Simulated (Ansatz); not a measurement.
# (BP)2(SiC)2 [001] superlattice, started as zinc blende: relaxing the cell for a phonon run

Task: relax (BP)2(SiC)2 [001] superlattice, started as zinc blende tightly.

Main program and level: Ansatz 0.2.0; DFT PBEsol, scalar-relativistic, plane waves, PAW.

The structure was built from a prototype and need not be the compound's stable phase.

## (1) The starting structure

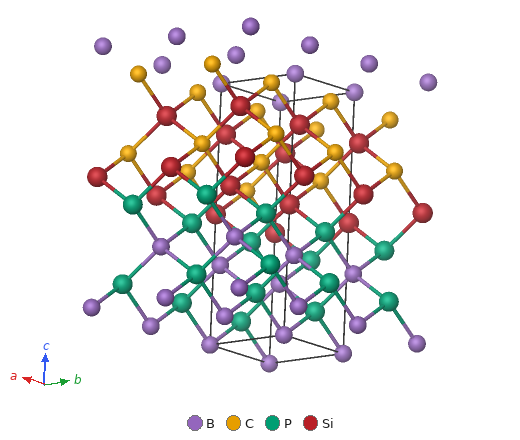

The starting structure, seen from a free direction (boron purple, carbon orange, phosphorus teal, silicon red). 3×2×1 cells are drawn. Bonds to atoms that aren't drawn are left out. Some periodic images of atoms are drawn too.

## (2) A coarse first look

A quick single point on a coarse mesh tells whether the cell has a gap and how far it is from rest, which sets the k mesh and smearing that follow.

The input, input.yaml:

```yaml
crystal:
  lattice:
    - [2.225, 2.225, 0.0]
    - [-2.225, 2.225, 0.0]
    - [0.0, 0.0, 8.9]
  atoms:
    - { symbol: B, position: [0.0, 0.0, 0.0] }
    - { symbol: B, position: [0.5, 0.5, 0.25] }
    - { symbol: C, position: [0.5, 0.0, 0.625] }
    - { symbol: C, position: [0.0, 0.5, 0.875] }
    - { symbol: P, position: [0.5, 0.0, 0.125] }
    - { symbol: P, position: [0.0, 0.5, 0.375] }
    - { symbol: Si, position: [0.0, 0.0, 0.5] }
    - { symbol: Si, position: [0.5, 0.5, 0.75] }
kpoints:
  mp_grid: { grid: [6, 6, 2] }
hamiltonian:
  xc: pbesol
scf:
  occupations: { method: gaussian, width: 0.1 }
output:
  forces: true
  stress: true
  eigenvalues: true
```

Started as:

```
ansatz run input.yaml --threads 8 --pin off --max-ram 14336MiB --backend cpu --events-out ev --progress --plain --runs-dir out
```

Numbers of over 12 decimals in the logs are rounded to 6 here.

What it wrote:

```text
Engine: ansatz 0.2.0, aarch64-unknown-linux-gnu
Pseudopotentials: kind: paw
Pseudopotential: B, paw, valence charge 3, recommended cutoff 420 eV (normal), B.paw.azcp
Pseudopotential: C, paw, valence charge 4, recommended cutoff 420 eV (normal), C.paw.azcp
Pseudopotential: P, paw, valence charge 5, recommended cutoff 420 eV (normal), P.paw.azcp
[...]
k-point 0: bands = [... 12 lower, 7.4232, 9.3428, 9.4566, 9.5772, 9.8171, 10.7300, 11.9210, 12.7042, ... 4 higher]
  k-point 1: bands = [... 12 lower, 8.0919, 8.6746, 9.0214, 9.1920, 9.6037, 10.8787, 11.9562, 12.4456, ... 4 higher]
  k-point 2: bands = [... 12 lower, 7.5495, 8.2311, 8.5903, 9.7080, 11.1689, 11.5225, 12.8746, 13.0382, ... 4 higher]
  k-point 31: bands = [... 12 lower, 4.9770, 5.4524, 5.9763, 6.1063, 11.1158, 11.5995, 12.0455, 12.0603, ... 4 higher]
[key lines of the parts left out:]
SCF converged after 8 iterations
Free energy (F): -3520.484340 eV
Fermi energy:    9.710435 eV
P = ⅓ Tr σ = 10.6201 GPa (106.201 kbar)
```

The job ended after 1.6 s (8 threads of Arm Neoverse V1, shared host; peak memory 0.32 GiB; 7.8 s of CPU time).

This step gave:

- pressure: 10.62 GPa
- volume per atom: 11.02 Å³
- gap on the k-mesh: 0 eV

The coarse mesh shows no gap and a pressure of 10.6 GPa.

## (3) Coarse relaxation

A rough relaxation comes first, because large forces or stress need no tight tolerances yet.

Changes to input.yaml since step 2:

```diff
@@ -24 +24,6 @@
   eigenvalues: true
+relax:
+  adjacent_minimum: "off"
+  f_tol: 0.05
+  max_steps: 80
+  cell: { stress_tol: 0.5 }
```

What it wrote:

```text
[...]
Crystal: 8 atoms, lattice volume = 88.121 Å³
Basis set: ecut = 420 eV, 1717 PW (Γ), exchange–correlation on 48×48×120 points (8 copies of the dense FFT grid, shifted against one another)
Bands: 24, of which v1, the nominal top of the filled ones, is band 16 counted from 1 (15 counted from 0)
Symmetry: 4 space group operations
[...]
k-points: 32 of 72
[...]
- [2.228864, 2.228864, 0]
    - [-2.228785, 2.228785, 0]
    - [0, 0, 8.944808]
  atoms:
    - { symbol: B, position: [0, 0, -0.023802] }
    - { symbol: B, position: [0.5, 0.5, 0.233808] }
    - { symbol: C, position: [0.5, 0, 0.642946] }
    - { symbol: C, position: [0, 0.5, 0.881718] }
    - { symbol: P, position: [0.5, 0, 0.106742] }
    - { symbol: P, position: [0, 0.5, 0.359076] }
    - { symbol: Si, position: [0, 0, 0.530975] }
    - { symbol: Si, position: [0.5, 0.5, 0.768537] }
[key lines of the parts left out:]
SCF converged after 5 iterations
Free energy (F): -3522.915027 eV
Fermi energy:    9.937157 eV
P = ⅓ Tr σ = 0.0932 GPa (0.932 kbar)
```

Elapsed: 6.9 s, on 8 threads; peak memory 0.34 GiB; 49 s of CPU time.

Relaxation path:

```
step  energy less that of the first step (eV)  largest force component (eV/Å)  pressure (GPa)  volume (Å³)
   1                                   0.0000                          9.8377           10.62        88.12
   2                                  -2.2534                          2.2511           -0.13        89.39
   3                                  -2.3762                          0.9105           -1.64        89.76
   4                                  -2.4286                          0.1071           -0.19        88.98
   5                                  -2.4298                          0.0289            0.07        88.87
  6*                                  -2.4307                          0.0290            0.09        88.87
```

Relaxation steps marked * repeat the geometry before them on a plane-wave basis chosen anew for their cell, so energy and pressure can jump there.

The run keeps the 4 symmetry operations that it works with, so distortions that break them were not tested.

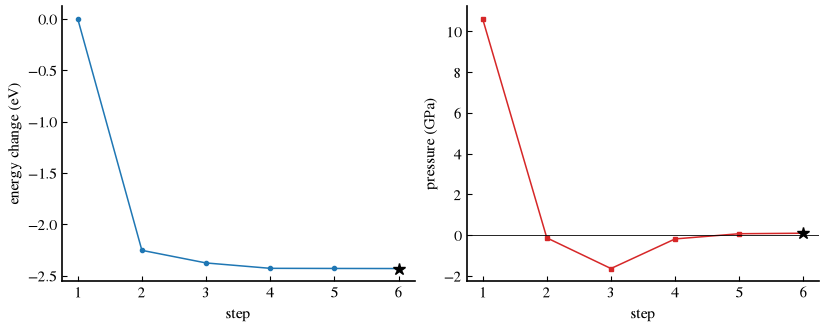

Energy and pressure along the relaxation. Stars mark steps on a basis chosen anew.

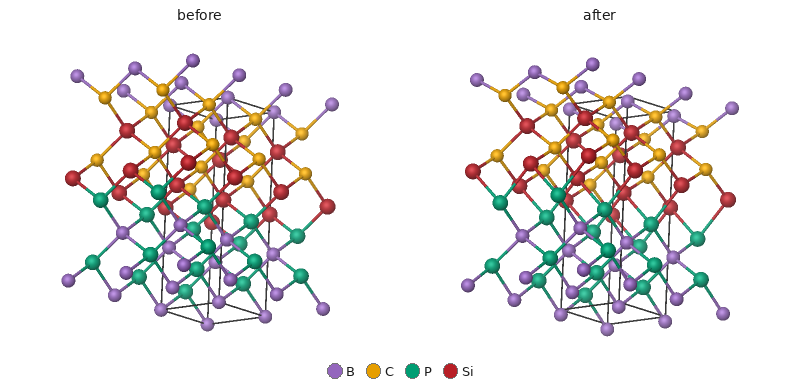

Before and after, at one scale.

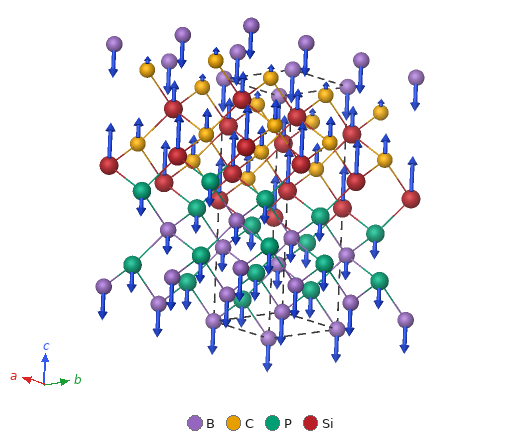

Displacements in the relaxation, exaggerated, measured against the changing cell; the longest in the cell stands for 0.28 Å. Bonds to atoms that aren't drawn are left out. 3×2×1 cells are drawn. Some periodic images of atoms are drawn too.

```
conventional cell, symmetrised  before  after  change
                         a (Å)   3.147  3.152  +0.2 %
                         b (Å)   3.147  3.152  +0.2 %
                         c (Å)   8.900  8.945  +0.5 %
              volume (Å³/atom)   11.02  11.11  +0.8 %
```

The atoms that moved most (Å, as changes of fractional coordinates times the final cell):

```
atom     dx     dy      dz  length
 Si7  0.000  0.000   0.277   0.277
  B1  0.000  0.000  -0.213   0.213
 Si8  0.000  0.000   0.166   0.166
  P5  0.000  0.000  -0.163   0.163
  C3  0.000  0.000   0.161   0.161
  B2  0.000  0.000  -0.145   0.145
  P6  0.000  0.000  -0.142   0.142
  C4  0.000  0.000   0.060   0.060
```

A gap read on the k-mesh alone can miss the band edges.

Numbers from this step:

```yaml
pressure: 0.09317 GPa
volume_per_atom: 11.11 Å³
gap_on_the_k_mesh: 0.05566 eV
direct_gap_on_mesh: 0.5821 eV
```

In this step the volume went from 11.02 to 11.11 Å³/atom.

## (4) Relaxation

The cell and atoms are relaxed, since residual forces and stress would shift the frequencies.

The input, input.yaml:

```yaml
crystal:
  lattice:
    - [2.2288642688, 2.2288642688, 0.0]
    - [-2.2287849072, 2.2287849072, 0.0]
    - [0.0, 0.0, 8.9448083319]
  atoms:
    - { symbol: B, position: [0.0, 0.0, -0.0238018049] }
    - { symbol: B, position: [0.5, 0.5, 0.2338084818] }
    - { symbol: C, position: [0.5, 0.0, 0.6429457154] }
    - { symbol: C, position: [0.0, 0.5, 0.8817175761] }
    - { symbol: P, position: [0.5, 0.0, 0.1067416524] }
    - { symbol: P, position: [0.0, 0.5, 0.3590763827] }
    - { symbol: Si, position: [0.0, 0.0, 0.5309750572] }
    - { symbol: Si, position: [0.5, 0.5, 0.7685369392] }
kpoints:
  mp_grid: { grid: [10, 10, 4] }
hamiltonian:
  xc: pbesol
scf:
  occupations: { method: gaussian, width: 0.01 }
output:
  forces: true
  stress: true
  eigenvalues: true
  write_density: true
  write_potential: true
  elf: true
  volumetric_format: npy
relax:
  adjacent_minimum: "off"
  f_tol: 0.005
  max_steps: 80
  cell: { stress_tol: 0.05 }
```

What it wrote:

```text
[...]
Crystal: 8 atoms, lattice volume = 88.870 Å³
Basis set: ecut = 420 eV, 1717 PW (Γ), exchange–correlation on 48×48×120 points (8 copies of the dense FFT grid, shifted against one another)
Bands: 24, of which v1, the nominal top of the filled ones, is band 16 counted from 1 (15 counted from 0)
[... 1 set-up line as in the run before ...]
[...]
k-points: 108 of 400 (time reversal used)
[...]
SCF iter   1: F=—  HF=-3522.979622 eV  |F-HF|=—  |Δ(HF+E_count)|=         —  Δρ=7.37e-3  dr2=1.71e-1  ethr=1.77e-3  ⟨swp⟩=7.4  Hψ=15803  notcnv=0
[...]
SCF iter   7: F=-3522.945276 eV  HF=-3522.945276 eV  |F-HF|=9.77e-9  |Δ(HF+E_count)|=   4.17e-8  Δρ=5.51e-6  dr2=3.91e-8  ethr=3.13e-10  ⟨swp⟩=15.7  Hψ=19756  notcnv=0
SCF 1 converged in 7 iterations: F = -3522.945276 eV  dr2 = 3.91e-8
[...]
relax step   1: F+E_penalty+E_count = -3522.94527623 eV  Δ(F+E_penalty+E_count) = +0.000e0 eV  max|allowed force component| = 5.230e-2 eV/Å  Δτ_max = 0.0000 Å  P = +0.037 GPa  Ω = 88.870 Å³  (7 SCF iters, dr2 threshold 1.00e-7 eV, accepted)
Crystal: 8 atoms, lattice volume = 88.865 Å³
[...]
SCF iter   4: F=-3522.945399 eV  HF=-3522.945399 eV  |F-HF|=1.24e-8  |Δ(HF+E_count)|=   1.82e-7  Δρ=5.37e-6  dr2=3.54e-8  ethr=5.34e-10  ⟨swp⟩=11.0  Hψ=18781  notcnv=0
SCF 2 converged in 4 iterations: F = -3522.945399 eV  dr2 = 3.54e-8
relax step   2: F+E_penalty+E_count = -3522.94539904 eV  Δ(F+E_penalty+E_count) = -1.228e-4 eV  max|allowed force component| = 2.318e-2 eV/Å  Δτ_max = 0.0021 Å  P = +0.028 GPa  Ω = 88.865 Å³  energy of the carried Pulay correction = +5.196e-6 eV  (4 SCF iters, dr2 threshold 1.71e-7 eV, accepted)
Crystal: 8 atoms, lattice volume = 88.873 Å³
[...]
SCF iter   4: F=-3522.945428 eV  HF=-3522.945428 eV  |F-HF|=4.42e-10  |Δ(HF+E_count)|=   7.48e-9  Δρ=1.57e-6  dr2=2.22e-9  ethr=1.23e-10  ⟨swp⟩=9.1  Hψ=16260  notcnv=0
SCF 3 converged in 4 iterations: F = -3522.945428 eV  dr2 = 2.22e-9
relax step   3: F+E_penalty+E_count = -3522.94542829 eV  Δ(F+E_penalty+E_count) = -2.925e-5 eV  max|allowed force component| = 8.489e-3 eV/Å  Δτ_max = 0.0005 Å  P = +0.014 GPa  Ω = 88.873 Å³  energy of the carried Pulay correction = -4.752e-6 eV  (4 SCF iters, dr2 threshold 3.93e-8 eV, accepted)
[...]
relax step   4: F+E_penalty+E_count = -3522.94542453 eV  Δ(F+E_penalty+E_count) = +3.765e-6 eV  max|allowed force component| = 5.645e-3 eV/Å  Δτ_max = 0.0003 Å  P = +0.002 GPa  Ω = 88.878 Å³  energy of the carried Pulay correction = -1.156e-5 eV  (4 SCF iters, dr2 threshold 4.50e-9 eV, accepted)
[...]
relax step   5: F+E_penalty+E_count = -3522.94542380 eV  Δ(F+E_penalty+E_count) = +7.272e-7 eV  max|allowed force component| = 3.678e-4 eV/Å  Δτ_max = 0.0002 Å  P = -0.000 GPa  Ω = 88.880 Å³  energy of the carried Pulay correction = -1.330e-5 eV  (3 SCF iters, dr2 threshold 1.99e-9 eV, accepted)
[...]
SCF iter   4: F=-3522.945446 eV  HF=-3522.945446 eV  |F-HF|=3.64e-12  |Δ(HF+E_count)|=  6.89e-10  Δρ=1.36e-7  dr2=1.44e-11  ethr=1.00e-12  ⟨swp⟩=5.5  Hψ=14931  notcnv=0
SCF 6 converged in 4 iterations: F = -3522.945446 eV  dr2 = 1.44e-11
relax step   6: F+E_penalty+E_count = -3522.94544617 eV  Δ(F+E_penalty+E_count) = -2.237e-5 eV  max|allowed force component| = 3.712e-4 eV/Å  Δτ_max = 0.0000 Å  P = +0.000 GPa  Ω = 88.880 Å³  stress off target by 1.72e-3 GPa  SCF on the basis re-selected at this cell (its energy is not comparable with the rows above)  (4 SCF iters)
[...]
SCF converged after 4 iterations
Free energy (F): -3522.945446 eV
[...]
Internal energy: -3522.945446 eV  (E = F + TS)
E sigma→0 (E₀):  -3522.945446 eV
Entropy (-TS):   -0.000000 eV (-0.000 meV/atom)
Fermi energy:    9.918375 eV
[...]
--- Forces (eV/Å), atoms counted from 1 ---
  atom   1  B      0.00000000    -0.00000000     0.00020747
  atom   2  B      0.00000000    -0.00000000     0.00021076
  atom   3  C      0.00000000     0.00000000     0.00018656
  atom   4  C     -0.00000000     0.00000000    -0.00037132
  atom   5  P      0.00000000     0.00000000    -0.00019220
  atom   6  P      0.00000000     0.00000000     0.00010892
  atom   7  Si     0.00000000     0.00000000    -0.00024393
  atom   8  Si    -0.00000000    -0.00000000     0.00009279
  max |Σ_I F_I| component: 9.37e-7 eV/Å
--- Stress (GPa, compression-positive) ---
        0.000075       0.001645       0.000000
        0.001645       0.000075       0.000000
        0.000000       0.000000       0.000169
  P = ⅓ Tr σ = 0.0001 GPa (0.001 kbar)
--- Band table (eV; the first three rows and the last of 108) ---
  k-point 0: bands = [... 12 lower, 7.1034, 9.5670, 9.8713, 9.8911, 10.4770, 11.2573, 12.0120, 12.3253, ... 4 higher]
  k-point 1: bands = [... 12 lower, 7.5144, 9.2442, 9.6584, 9.7140, 10.5724, 11.3487, 11.9123, 12.4228, ... 4 higher]
  k-point 2: bands = [... 12 lower, 7.8141, 8.8302, 9.4188, 9.5307, 10.6502, 11.4117, 12.1079, 12.1570, ... 4 higher]
  k-point 107: bands = [... 12 lower, 4.9130, 4.9805, 5.3505, 5.5830, 10.8339, 11.5753, 11.7844, 12.3822, ... 4 higher]
--- Relaxed structure (5 steps of the walk, 5 accepted, 1 SCFs on fresh bases) ---
[...]
cell:  # Å, volume = 88.8798 Å³
    - [2.229762, 2.229762, 0]
    - [-2.227179, 2.227179, 0]
    - [0, 0, 8.948692]
  atoms:
    - { symbol: B, position: [0, 0, -0.023875] }
    - { symbol: B, position: [0.500000, 0.500000, 0.233882] }
    - { symbol: C, position: [0.5, 0, 0.642962] }
    - { symbol: C, position: [0, 0.500000, 0.881723] }
    - { symbol: P, position: [0.5, 0, 0.106693] }
    - { symbol: P, position: [0, 0.500000, 0.358966] }
    - { symbol: Si, position: [0, 0, 0.530889] }
    - { symbol: Si, position: [0.500000, 0.500000, 0.768759] }
```

It took 19 s on 8 threads; peak memory 0.52 GiB; 2.4 min of CPU time.

Little changed from the start: no atom moved by 0.005 Å and no cell edge by 0.1 %.

This step gave:

* pressure: 1.07e-4 GPa
* gap on the k-mesh: 0.05457 eV
* direct gap on mesh: 0.5859 eV

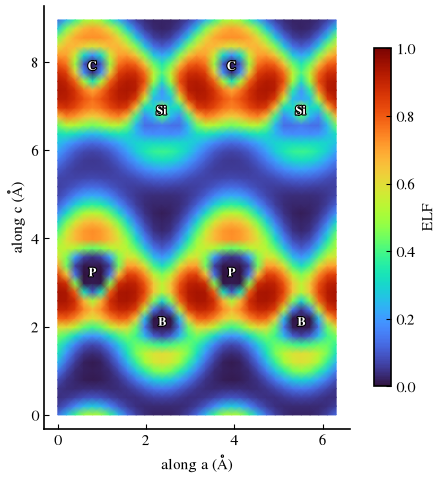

ELF in the ac plane at fractional y = 0.500, with atoms of B and C and P and Si within 0.2 Å of it. It is the smooth field of the valence electrons, not physical close to the nuclei. The map starts off the cell's origin, so that atoms lie inside it.

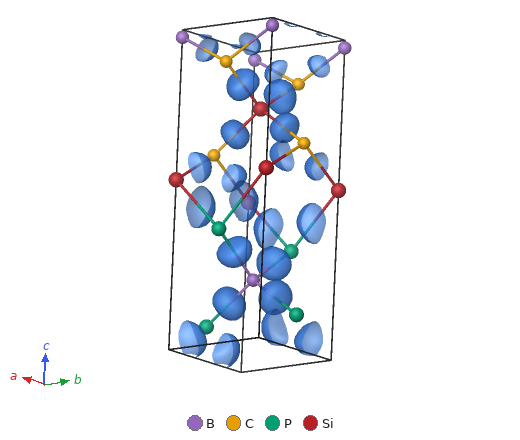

Surface of ELF = 0.85.

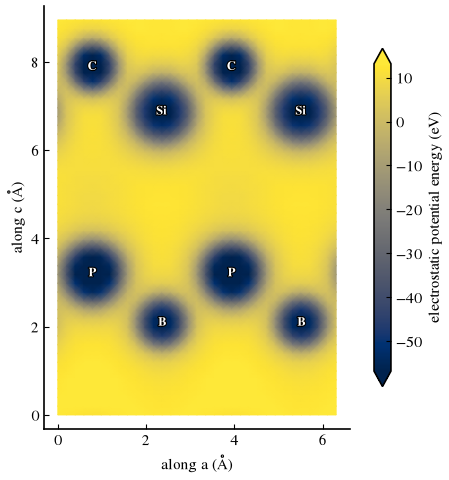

Electrostatic potential energy in the ac plane at fractional y = 0.500, with atoms of B and C and P and Si within 0.2 Å of it. With pseudopotentials it is smooth inside the atoms' cores, unlike the true potential. The map starts off the cell's origin, so that atoms lie inside it.

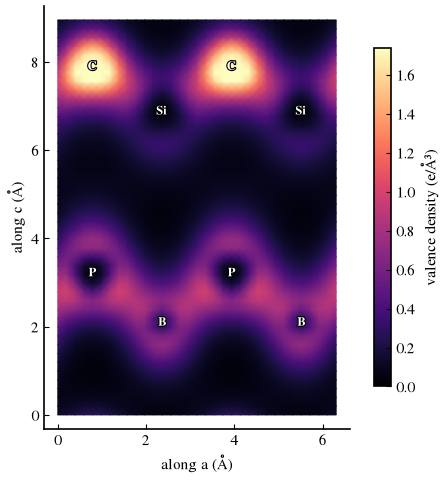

Valence density in the ac plane at fractional y = 0.500, with atoms of B and C and P and Si within 0.2 Å of it. It is the smooth field of the valence electrons, not physical close to the nuclei. The map starts off the cell's origin, so that atoms lie inside it.

In this step the volume went from 11.11 to 11.11 Å³/atom.

## (5) Tight relaxation

Phonons need a cell at rest on their own settings, so the relaxation is repeated with tight tolerances on forces and stress on the k mesh and occupations of the first response run.

The input, input.yaml:

```yaml
crystal:
  lattice:
    - [2.2297621852, 2.2297621852, 0.0]
    - [-2.2271787112, 2.2271787112, 0.0]
    - [0.0, 0.0, 8.9486922626]
  atoms:
    - { symbol: B, position: [0.0, 0.0, -0.0238745698] }
    - { symbol: B, position: [0.5, 0.5, 0.2338822286] }
    - { symbol: C, position: [0.5, 0.0, 0.642961993] }
    - { symbol: C, position: [0.0, 0.5, 0.8817229042] }
    - { symbol: P, position: [0.5, 0.0, 0.1066934689] }
    - { symbol: P, position: [0.0, 0.5, 0.3589657759] }
    - { symbol: Si, position: [0.0, 0.0, 0.5308888608] }
    - { symbol: Si, position: [0.5, 0.5, 0.7687593384] }
kpoints:
  mp_grid: { grid: [12, 12, 4] }
hamiltonian:
  xc: pbesol
scf:
  occupations: { method: gaussian, width: 0.01 }
output:
  forces: true
  stress: true
  eigenvalues: true
relax:
  adjacent_minimum: "off"
  f_tol: 0.001
  max_steps: 60
  cell: { stress_tol: 0.01 }
```

What it wrote:

```text
[...]
Crystal: 8 atoms, lattice volume = 88.880 Å³
Basis set: ecut = 420 eV, 1717 PW (Γ), exchange–correlation on 48×48×120 points (8 copies of the dense FFT grid, shifted against one another)
Bands: 24, of which v1, the nominal top of the filled ones, is band 16 counted from 1 (15 counted from 0)
[... 1 set-up line as in the run before ...]
[...]
k-points: 147 of 576 (time reversal used)
[...]
- [2.229755, 2.229755, 0]
    - [-2.227037, 2.227037, 0]
    - [0, 0, 8.948923]
  atoms:
    - { symbol: B, position: [0, 0, -0.023878] }
    - { symbol: B, position: [0.500000, 0.5, 0.233885] }
    - { symbol: C, position: [0.500000, 0, 0.642963] }
    - { symbol: C, position: [0, 0.5, 0.881721] }
    - { symbol: P, position: [0.500000, 0, 0.106689] }
    - { symbol: P, position: [0, 0.5, 0.358962] }
    - { symbol: Si, position: [0, 0, 0.530898] }
    - { symbol: Si, position: [0.500000, 0.5, 0.768761] }
[key lines of the parts left out:]
SCF converged after 7 iterations
Free energy (F): -3522.946570 eV
Fermi energy:    9.918568 eV
P = ⅓ Tr σ = -0.0019 GPa (-0.019 kbar)
```

Run time: 17 s. Hardware: 8 threads; peak memory 0.58 GiB; 2.2 min of CPU time.

Little changed from the start: no atom moved by 0.005 Å and no cell edge by 0.1 %.

This step gave:

| Item | Value |
| --- | --- |
| pressure | -0.001870 GPa |
| gap on the k-mesh | 0.05430 eV |
| direct gap on mesh | 0.5864 eV |

The largest force component left is 0.62 meV/Å and the pressure is -0.002 GPa, within the tolerances set. The cell now holds 11.11 Å³/atom.

## (6) Results

- space group after relaxation (within 0.01 Å): Pmm2
- lattice constant a: 3.150 Å
- lattice constant b: 3.153 Å
- lattice constant c: 8.949 Å
- volume per atom: 11.1 Å³
- gap on the k-mesh: 0.0543 eV

What this shows: The largest force component left is 0.62 meV/Å and the pressure is -0.002 GPa, within the tolerances set. The cell now holds 11.11 Å³/atom. The relaxation keeps the symmetry of its start, so it says nothing on stability against lower symmetry. The starting cell was built on a prototype and not taken from a measurement, so the phase need not exist.

[Logs are printed without paths, hosts, clocks, repeated set-up lines and the standing remarks that a program may print on its own settings, such as how far it seeks lower states.]

[Hosts, paths, dates, database ids (printed as entryN), source tags and the programs' standing remarks are cut or masked in the printed files.]
